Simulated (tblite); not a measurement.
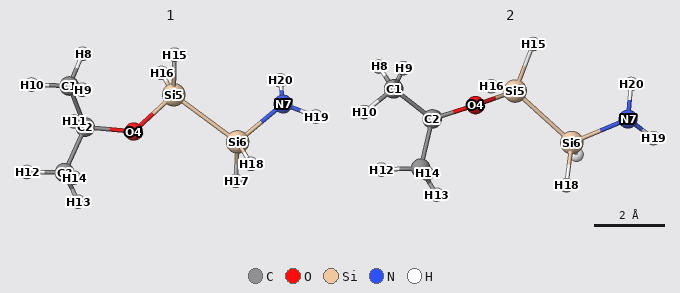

Two geometries of C3H13NOSi2, drawn at one scale. One is the start of a relaxation, the other its converged end. A ball-and-stick model, seen at a tilt.

Computed with tblite, GFN2-xTB geometry optimisation, gas phase. 

### Which one is relaxed?

Structure 1 is the relaxed one. H8 moves most after the best rigid fit: 1.39 Å. Largest moves by element: H 1.39 Å, O 1.05 Å, N 0.65 Å, C 0.50 Å, Si 0.32 Å. Some distances before and after: Si6–N7 1.808 → 1.727 Å, Si5–Si6 2.217 → 2.282 Å, O4–Si5 1.682 → 1.619 Å, C3–H12 1.139 → 1.087 Å. Bond angles that change, for instance: C2–O4–Si5 115.3° → 130.4°, O4–Si5–Si6 114.8° → 100.6°, Si6–N7–H19 107.5° → 118.6°. Groups turn about Si5–Si6 by about 65°, C2–O4 by about 65°, O4–Si5 by about 60°. Over 153 geometry steps the energy falls by 1.098 eV.
